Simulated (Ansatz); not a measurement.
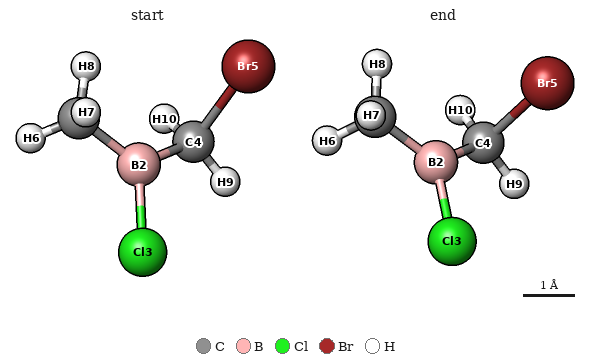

The structure of C$_{2}$H$_{5}$BBrCl (coarse preliminary run) before (left) and after (right) a relaxation, at one scale.

Style: ball-and-stick. Shown at a tilt.

The start comes from a force field.

Level of theory: RKS PBE-D4/def2-SVP (Ansatz).

The input:
```yaml
crystal:
  periodic: [false, false, false]
  atoms:
    - {symbol: C, position_ang: [-0.704300, -0.500100, 1.111500]}
    - {symbol: B, position_ang: [0.481700, 0.141900, 0.302000]}
    - {symbol: Cl, position_ang: [1.925300, 0.746200, 1.224300]}
    - {symbol: C, position_ang: [0.560700, 0.199700, -1.291200]}
    - {symbol: Br, position_ang: [-0.907300, 1.364800, -1.936000]}
    - {symbol: H, position_ang: [-0.415000, -1.302200, 1.708300]}
    - {symbol: H, position_ang: [-1.146700, 0.326700, 1.771300]}
    - {symbol: H, position_ang: [-1.500100, -0.777300, 0.386800]}
    - {symbol: H, position_ang: [1.469500, 0.579900, -1.610000]}
    - {symbol: H, position_ang: [0.319300, -0.830700, -1.664100]}
basis:
  gaussian: {orbitals: def2-SVP}
hamiltonian: {xc: pbe, dispersion: d4}
relax: {f_tol: 0.03, max_steps: 200}
```

Launched with:
```bash
ansatz run in.yaml --threads 4 --pin off --events-out ev --progress --plain --max-ram 10444MiB
```

What changed between the two?

The atom that moves furthest after the best rigid fit is Cl3 (0.45 Å). By element the largest moves are Cl 0.45 Å, Br 0.37 Å, H 0.30 Å, C 0.13 Å, B 0.07 Å. Among the contacts that change: C1–H6 1.041 → 1.114 Å, C4–H9 1.035 → 1.104 Å, C1–H7 1.147 → 1.108 Å, B2–Cl3 1.817 → 1.778 Å. Bond angles that change, for instance: B2–C4–Br5 108.0° → 97.4°, B2–C4–H10 106.7° → 116.2°, B2–C1–H6 113.6° → 107.7°. After 11 accepted moves (12 points after the start) the energy has fallen by 30.4 kJ/mol. The largest force component goes from 3.2 to 0.016 eV/Å. The line search rejected the trial step at point 8 of the run. The forces were under the threshold at step 9, but the run went on from there.
